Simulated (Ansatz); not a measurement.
The calculation's input:

```
crystal:
  periodic: [false, false, false]
  atoms:
    - {symbol: S, position_ang: [0.218978, 0.182487, -2.926469]}
    - {symbol: H, position_ang: [-0.270482, 0.284658, -1.668586]}
    - {symbol: H, position_ang: [1.447731, 0.558544, -2.541542]}
    - {symbol: Si, position_ang: [0.294685, -0.526029, 1.254592]}
    - {symbol: N, position_ang: [-0.906898, 0.422376, 0.443095]}
    - {symbol: H, position_ang: [0.133432, -1.927599, 0.796746]}
    - {symbol: H, position_ang: [1.624213, 0.006034, 0.861679]}
    - {symbol: H, position_ang: [0.217291, -0.507696, 2.744070]}
    - {symbol: H, position_ang: [-0.900676, 1.422088, 0.583155]}
    - {symbol: H, position_ang: [-1.858273, 0.085036, 0.453158]}
basis:
  gaussian: {orbitals: "def2-TZVPPD.json"}
hamiltonian: {xc: pbe0, dispersion: d4}
output: {orbitals: {seedname: orbitals}}
```

Command:

```sh
ansatz run in.yaml --threads 4 --pin off --events-out ev --progress --plain --max-ram 9574MiB
```

Geometry: PBE0-D4/def2-TZVP.

The calculation used RKS PBE0-D4/def2-TZVPPD in Ansatz.

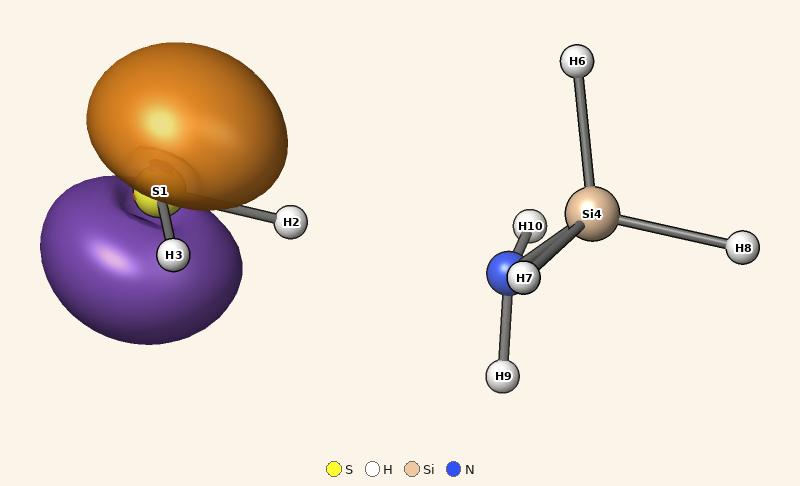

H2S···H5NSi. One frontier orbital at ±0.2 Å⁻³ᐟ² (orange and purple are the two phases), seen from one side.

Question: Which orbital is it: HOMO or LUMO?

Answer: The HOMO, at −7.10 eV. By Hirshfeld shares it lies mainly on S1 (about 90 %); largely a lone pair of S1.
